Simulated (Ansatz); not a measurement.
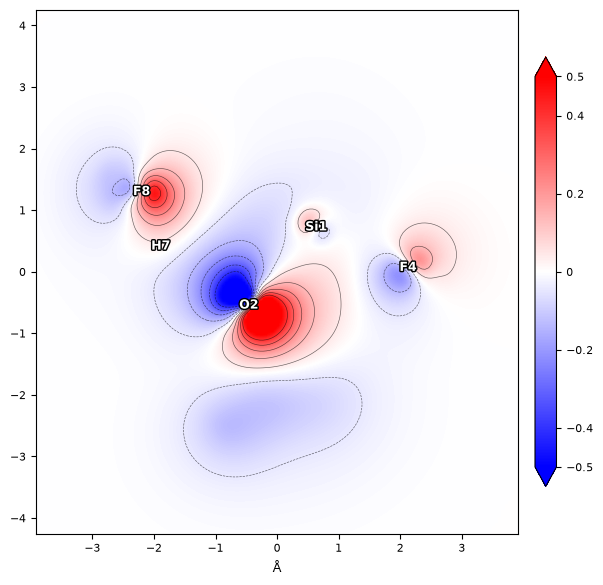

Figure. CH4F2OSi···HF. The HOMO on the plane of atoms O2, Si1 and F4 (values in Å⁻³ᐟ²; the overall sign is arbitrary).

The calculation used Ansatz, RKS B3LYP-D4/cc-pVDZ.

Input

```
crystal:
  periodic: [false, false, false]
  atoms:
    - { symbol: Si, position_ang: [-0.353073, 0.711365, 1.043858] }
    - { symbol: O, position_ang: [0.293148, 0.353086, -0.514566] }
    - { symbol: C, position_ang: [-0.46798, -0.407778, -1.458937] }
    - { symbol: F, position_ang: [-1.742026, 1.549091, 0.835294] }
    - { symbol: F, position_ang: [0.723188, 1.706247, 1.74317] }
    - { symbol: H, position_ang: [-0.660311, -0.463642, 1.876445] }
    - { symbol: H, position_ang: [2.121397, -0.605191, 0.411511] }
    - { symbol: F, position_ang: [2.060412, -1.025914, 1.220563] }
    - { symbol: H, position_ang: [-0.606368, -1.449488, -1.117955] }
    - { symbol: H, position_ang: [-1.459643, 0.044504, -1.63411] }
    - { symbol: H, position_ang: [0.091155, -0.412181, -2.405473] }
basis:
  gaussian: { orbitals: cc-pVDZ }
hamiltonian:
  xc: b3lyp
  dispersion: d4
relax:
  f_tol: 0.03
  max_steps: 50
output:
  orbitals: {}
```

Run with:

```sh
ansatz run input.yaml --threads 2 --pin off --max-ram 3072MiB --backend cpu --events-out ev --progress --plain --runs-dir out
```

The fields are those of the run's last geometry, not of the input's.

Question: What is the character of this orbital?

Answer: It lies mainly on O2 (about 55 %), C3 (about 15 %) and H11 (about 10 %). Its energy is −9.08 eV.
